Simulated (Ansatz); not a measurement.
Input

```
basis:
  gaussian: {orbitals: def2-TZVPD}
crystal:
  periodic: [false, false, false]
  atoms:
    - {symbol: Cl, position_ang: [0.589035, -0.552891, 1.363239]}
    - {symbol: "N", position_ang: [0.742749, 1.582105, -1.353941]}
    - {symbol: S, position_ang: [3.589493, 1.051534, 0.145256]}
    - {symbol: S, position_ang: [1.069740, 3.023886, 1.552537]}
    - {symbol: W, position_ang: [1.491476, 1.298747, 0.383886]}
    - {symbol: H, position_ang: [1.169634, 1.250880, -2.216195]}
    - {symbol: H, position_ang: [-0.044060, 2.200410, -1.538478]}
hamiltonian: {xc: {name: PBE0}}
output: {forces: true, orbitals: {seedname: orbitals}}
```

Command:

```sh
ansatz run input.yaml --threads 2 --pin off --max-ram 5220MiB --events-out events.jsonl --progress --plain --runs-dir runs
```

Geometry: PBE0-D4/def2-SVP; core potentials replace the inner electrons of W.

Theory: Ansatz, isolated molecule in a Gaussian basis; Kohn-Sham density functional theory, functional PBE0.

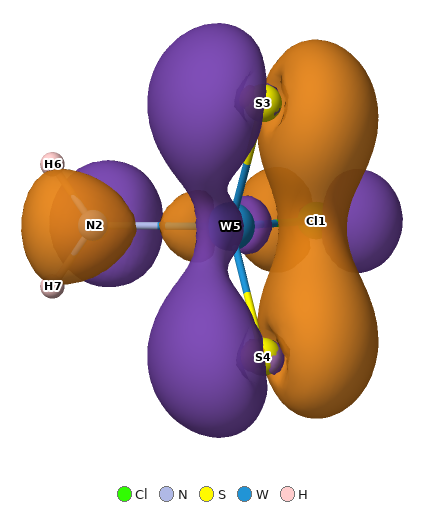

ClH$_{2}$NS$_{2}$W. The HOMO−1 at ±0.1 Å⁻³ᐟ² (orange and purple are the two phases), seen across its widest extent.

What is the character of this orbital?

Answer. It lies mainly on S4 (about 30 %), S3 (about 30 %), N2 (about 15 %), W5 (about 15 %) and Cl1 (about 10 %); largely a combination of lone pairs on S4, S3, N2 and Cl1. Its energy is −8.04 eV.
